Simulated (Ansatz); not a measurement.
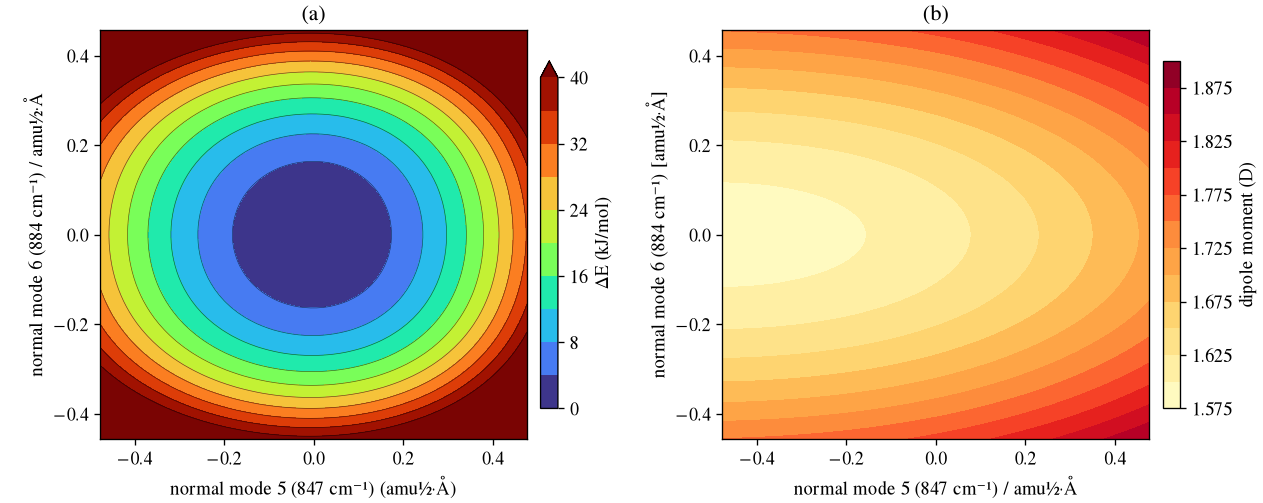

C₂H₂N₂O, SMILES N=C1N=CO1. 
- First axis: normal mode 5 (847 cm⁻¹). Second axis: normal mode 6 (884 cm⁻¹).
- Nothing is relaxed (straight displacements along the two mass-weighted modes).
- The grid has 15 × 15 points; 120 points were computed and 105 follow by symmetry.
- Points are written as (first, second).
- Energies are in kJ/mol, from the relaxed molecule at the same level.
- The calculation used Ansatz, RKS PBE0-D4/def2-SVP.

Panel (a) is the energy and panel (b) the computed dipole moment on the same grid.

In the figure: filled contours, one colour for all values above the top of the scale. Between grid points the surface is interpolated.

How does the dipole moment vary over the map, and what is it at the lowest grid point?

Answer. Leaving out the highest fifth of the energies, it runs from 1.59 D at (−0.477 amu½·Å, 0.000 amu½·Å) to 1.78 D at (0.273 amu½·Å, −0.392 amu½·Å). At the lowest grid point, (0.000 amu½·Å, 0.000 amu½·Å), it is 1.61 D.

| normal mode 6 (884 cm⁻¹) ↓, normal mode 5 (847 cm⁻¹) → | −0.477 | −0.409 | −0.341 | −0.273 | −0.204 | −0.136 | −0.068 | 0.000 | 0.068 | 0.136 | 0.204 | 0.273 | 0.341 | 0.409 | 0.477 |
| --- | --- | --- | --- | --- | --- | --- | --- | --- | --- | --- | --- | --- | --- | --- | --- |
| 0.457 | 1.75 | 1.75 | 1.75 | 1.76 | 1.76 | 1.77 | 1.77 | 1.78 | 1.79 | 1.80 | 1.81 | 1.83 | 1.84 | 1.86 | 1.88 |
| 0.392 | 1.71 | 1.71 | 1.71 | 1.72 | 1.72 | 1.73 | 1.73 | 1.74 | 1.75 | 1.76 | 1.77 | 1.78 | 1.80 | 1.81 | 1.83 |
| 0.326 | 1.67 | 1.67 | 1.68 | 1.68 | 1.68 | 1.69 | 1.70 | 1.70 | 1.71 | 1.72 | 1.73 | 1.75 | 1.76 | 1.78 | 1.79 |
| 0.261 | 1.64 | 1.64 | 1.65 | 1.65 | 1.65 | 1.66 | 1.66 | 1.67 | 1.68 | 1.69 | 1.70 | 1.72 | 1.73 | 1.75 | 1.76 |
| 0.196 | 1.62 | 1.62 | 1.62 | 1.62 | 1.63 | 1.63 | 1.64 | 1.65 | 1.66 | 1.67 | 1.68 | 1.69 | 1.71 | 1.72 | 1.74 |
| 0.131 | 1.60 | 1.60 | 1.60 | 1.61 | 1.61 | 1.62 | 1.62 | 1.63 | 1.64 | 1.65 | 1.66 | 1.67 | 1.69 | 1.70 | 1.72 |
| 0.065 | 1.59 | 1.59 | 1.59 | 1.60 | 1.60 | 1.60 | 1.61 | 1.62 | 1.63 | 1.64 | 1.65 | 1.66 | 1.68 | 1.69 | 1.71 |
| 0.000 | 1.59 | 1.59 | 1.59 | 1.59 | 1.60 | 1.60 | 1.61 | 1.61 | 1.62 | 1.63 | 1.65 | 1.66 | 1.67 | 1.69 | 1.71 |
| −0.065 | 1.59 | 1.59 | 1.59 | 1.60 | 1.60 | 1.60 | 1.61 | 1.62 | 1.63 | 1.64 | 1.65 | 1.66 | 1.68 | 1.69 | 1.71 |
| −0.131 | 1.60 | 1.60 | 1.60 | 1.61 | 1.61 | 1.62 | 1.62 | 1.63 | 1.64 | 1.65 | 1.66 | 1.67 | 1.69 | 1.70 | 1.72 |
| −0.196 | 1.62 | 1.62 | 1.62 | 1.62 | 1.63 | 1.63 | 1.64 | 1.65 | 1.66 | 1.67 | 1.68 | 1.69 | 1.71 | 1.72 | 1.74 |
| −0.261 | 1.64 | 1.64 | 1.65 | 1.65 | 1.65 | 1.66 | 1.66 | 1.67 | 1.68 | 1.69 | 1.70 | 1.72 | 1.73 | 1.75 | 1.76 |
| −0.326 | 1.67 | 1.67 | 1.68 | 1.68 | 1.68 | 1.69 | 1.70 | 1.70 | 1.71 | 1.72 | 1.73 | 1.75 | 1.76 | 1.78 | 1.79 |
| −0.392 | 1.71 | 1.71 | 1.71 | 1.72 | 1.72 | 1.73 | 1.73 | 1.74 | 1.75 | 1.76 | 1.77 | 1.78 | 1.80 | 1.81 | 1.83 |
| −0.457 | 1.75 | 1.75 | 1.75 | 1.76 | 1.76 | 1.77 | 1.77 | 1.78 | 1.79 | 1.80 | 1.81 | 1.83 | 1.84 | 1.86 | 1.88 |
